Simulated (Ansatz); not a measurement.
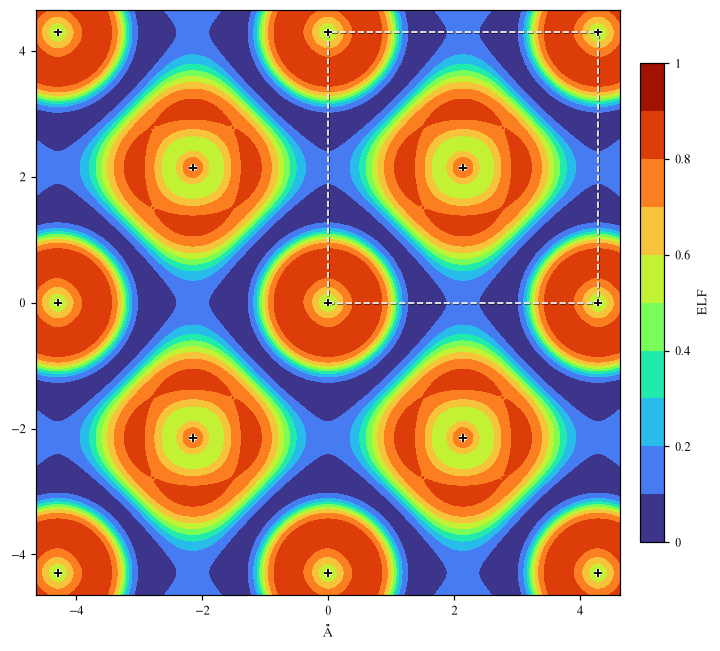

The ELF on a plane through atoms (crosses mark nuclei in the plane).

Method: DFT PBE, scalar-relativistic, plane waves, PAW (Ansatz 0.2.0).

Candidates:
A. Nb5I2, a = 4.75 Å, b = 4.75 Å, c = 10.49 Å, α = 90.00°, β = 90.00°, γ = 120.00°. Space group P6/mmm; a structure generated by program, which may or may not match a known phase; computed without spin polarisation.
B. KSi3, a = 4.29 Å, b = 4.29 Å, c = 8.70 Å, α = 90.00°, β = 90.00°, γ = 90.00°. Space group I4/mmm; a structure generated by program, which may or may not match a known phase; computed without spin polarisation.
C. KRe3, a = 4.11 Å, b = 4.11 Å, c = 4.11 Å, α = 90.00°, β = 90.00°, γ = 90.00°. Space group Pm-3m; a structure generated by program, which may or may not match a known phase; computed without spin polarisation.

**Which candidate gave the map?**

Candidate B: KSi3 on the (001) plane of the conventional cell, which holds K and Si. K–Si (3.03 Å): the ELF peaks at about 0.80 in the valence shell of Si, 0.9 Å from its nucleus, and drops to about 0.05 between the two atoms.
